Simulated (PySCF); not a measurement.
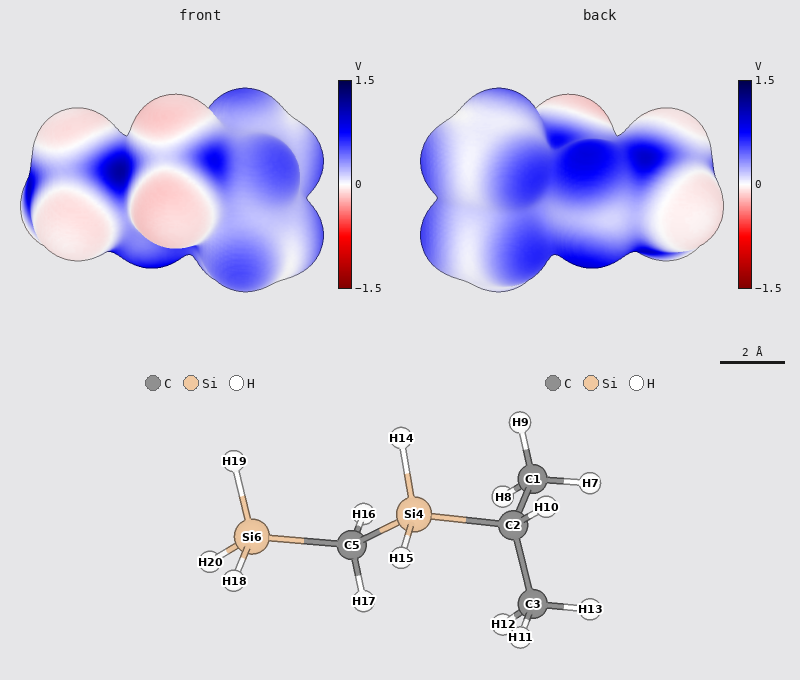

C₄H₁₄Si₂ (SMILES CC(C)[SiH2]C[SiH3]). The molecular electrostatic potential painted on the density surface at 0.002 e/bohr³, seen from the front and from behind; the colour scale runs from red (negative) to blue (positive). The bare structure is drawn below in the same view.

Geometry: GFN2-xTB.

Level of theory: PBE0/pcSseg-1, SCF density, gas phase, non-relativistic in PySCF.

```yaml
atoms:
  - { symbol: C, position_ang: [-1.8644, -1.3749, -0.0765] }
  - { symbol: C, position_ang: [-1.5766, 0.0338, 0.4363] }
  - { symbol: C, position_ang: [-1.9663, 1.0632, -0.6214] }
  - { symbol: Si, position_ang: [0.2436, 0.2344, 0.9936] }
  - { symbol: C, position_ang: [1.4382, -0.0427, -0.4564] }
  - { symbol: Si, position_ang: [3.2760, 0.1294, -0.0191] }
  - { symbol: H, position_ang: [-2.9192, -1.4875, -0.3269] }
  - { symbol: H, position_ang: [-1.2840, -1.5815, -0.9737] }
  - { symbol: H, position_ang: [-1.6109, -2.1206, 0.6740] }
  - { symbol: H, position_ang: [-2.2123, 0.2030, 1.3123] }
  - { symbol: H, position_ang: [-1.7875, 2.0747, -0.2628] }
  - { symbol: H, position_ang: [-1.3872, 0.9153, -1.5309] }
  - { symbol: H, position_ang: [-3.0216, 0.9734, -0.8784] }
  - { symbol: H, position_ang: [0.5087, -0.7453, 2.0569] }
  - { symbol: H, position_ang: [0.4130, 1.5918, 1.5315] }
  - { symbol: H, position_ang: [1.2717, -1.0366, -0.8727] }
  - { symbol: H, position_ang: [1.2028, 0.6622, -1.2542] }
  - { symbol: H, position_ang: [3.5446, 1.4787, 0.4802] }
  - { symbol: H, position_ang: [3.6383, -0.8529, 1.0036] }
  - { symbol: H, position_ang: [4.0881, -0.1072, -1.2188] }
```

Question: Which sites attract a positive test charge, and which a negative one?

Answer: A positive charge is drawn to the negative regions and a negative charge to the positive ones. The most negative region (about −0.2 V) lies over H14 and H15, the most positive (about +1.0 V) over Si4 and Si6.

Question: What dipole moment does the calculation give?

Answer: Its dipole moment is 1.05 D.
